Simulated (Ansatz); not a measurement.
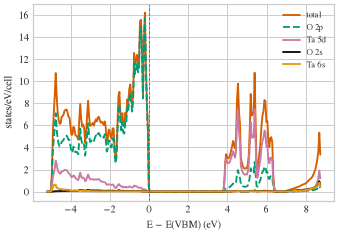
Total and projected density of states of LiTaO₃ in space group R3c (No. 161; Li on 6a, Ta on 6a, O on 18b), PBEsol in the plane-wave PAW code Ansatz

### Question
Which orbitals carry the states next to the gap?

### Answer
Top 1 eV of the valence band: O 2p 95 %. Bottom 1 eV of the conduction band: Ta 5d 79 %, O 2p 17 %. Projections are on Löwdin-orthogonalised atomic valence shells; empty p or d shells of many metals are not among them.

Symmetry was held in the PBEsol relaxation. No spin polarisation was allowed. Scalar-relativistic: spin–orbit coupling is off unless named, which matters more the heavier the elements.

Potentials: the earlier of the program's two PAW sets. The files were generated under PBE; for other functionals the program regenerates the frozen cores, and for LDA and PBEsol the local potential too.
